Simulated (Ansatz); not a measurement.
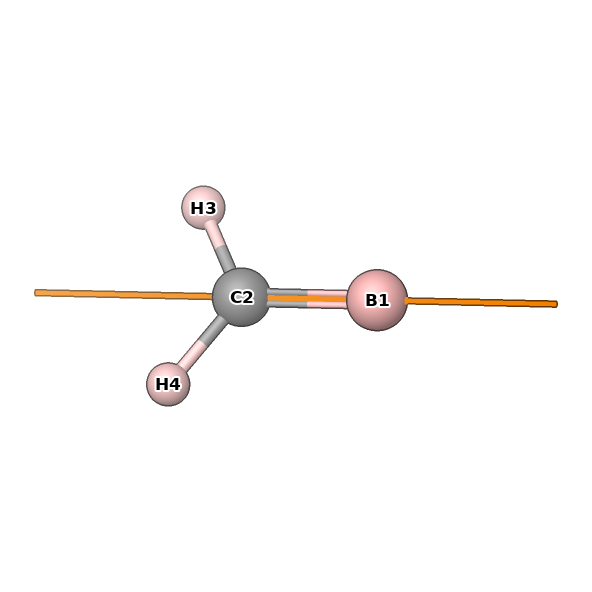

A line through the centre of mass is drawn in. Distant atoms are faded towards the background colour. State: neutral, doublet. Computed geometry: PBE0-D4/def2-TZVP optimisation. No frequency run is at hand to confirm it as a minimum.

Question: Is the line a proper rotation axis of the structure, and of what order?

Answer: Yes, a C2 axis. A turn by 180° leaves B1, C2 in place and moves H3 ↔ H4. The point group is C2v.
